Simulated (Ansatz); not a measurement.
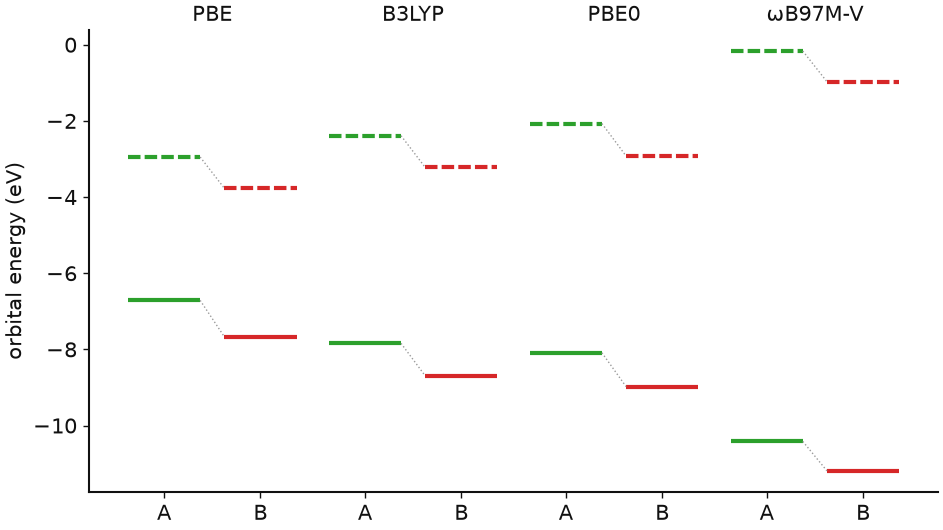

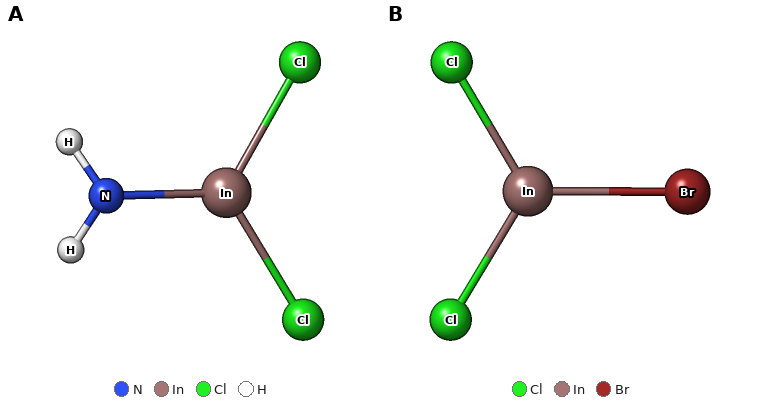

One change: A, InNH₂Cl₂ (SMILES [NH2][In]([Cl])[Cl]), becomes B, InBrCl₂ (SMILES [Cl][In]([Cl])[Br]). NH₂ on In is replaced by Br. HOMO (solid) and LUMO (dashed) computed in def2-TZVPP at PBE0-D4/def2-TZVP geometries, both minima by their frequencies, gas phase, the Ansatz code.

Q: What does the change do to HOMO and LUMO?

A: PBE: the HOMO falls by 0.95 eV, the LUMO falls by 0.82 eV, and the separation goes from 3.76 to 3.90 eV. B3LYP: the HOMO falls by 0.85 eV, the LUMO falls by 0.83 eV, and the separation goes from 5.45 to 5.47 eV. PBE0: the HOMO falls by 0.89 eV, the LUMO falls by 0.85 eV, and the separation goes from 6.02 to 6.06 eV. ωB97M-V: the HOMO falls by 0.77 eV, the LUMO falls by 0.80 eV, and the separation goes from 10.25 to 10.22 eV.

Q: Do the functionals agree on the effect?

A: They agree on the direction for both levels; the HOMO shift lies between −0.95 and −0.77 eV and the LUMO shift between −0.85 and −0.80 eV, while the separations themselves differ by up to 6.5 eV between functionals.

Known limits of this run: core potentials past krypton; spin-orbit coupling is left out, and with In it can shift these values.
